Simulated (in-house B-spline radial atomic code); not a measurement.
All numbers are computed, not measured: non-relativistic r2SCAN0, spin-polarised, spherical fractional occupations, point nucleus, basis-set limit (an in-house B-spline radial code). The occupation of the 5p shell is varied from Xe²⁺ ([Kr] 4d10 5s2 5p4 (high spin)) to Xe⁺ ([Kr] 4d10 5s2 5p5 (high spin)), with spherical fractional occupations. Wanted, and plotted below: the total energy less the straight line between the end points, and the eigenvalue of 5p↓ (the dashed line is minus the energy to take the whole electron out).

The curve is convex (below the straight line), with the largest deviation among the points computed, −0.99 eV, at 0.5. The end points differ by 21.2 eV, the energy to take the electron out. The eigenvalue, which is the slope of the energy (Janak's theorem), moves from −25.2 eV at 0 to −17.3 eV at 1; for a straight line it would stay constant, and a parabola would sag by an eighth of this change, scaled to a whole electron, 0.99 eV. Convexity is the mark of the delocalisation error, which puts fractional charges too low; for p, d and f shells the spherical spreading of the fraction adds to it. Exact exchange at spherical fractional occupations leaves self-interaction in partly filled shells, which adds to the curvature.

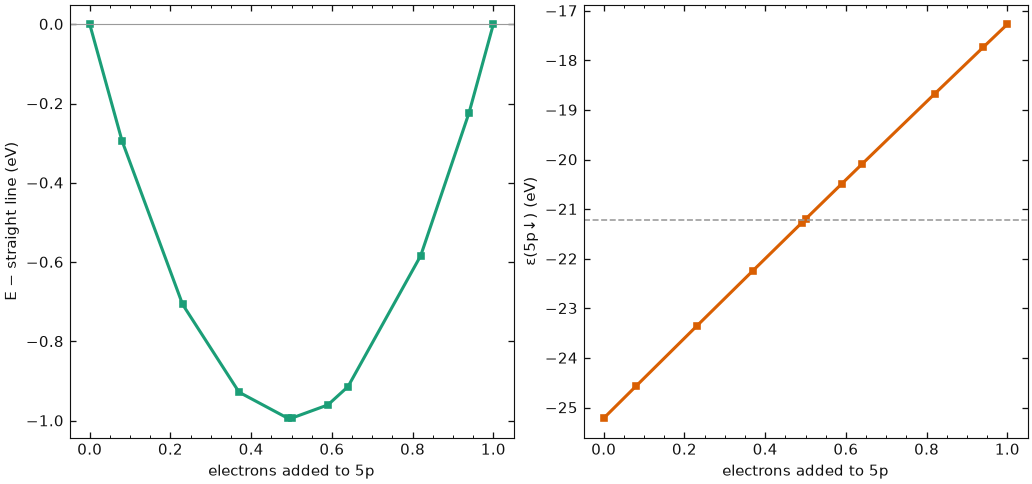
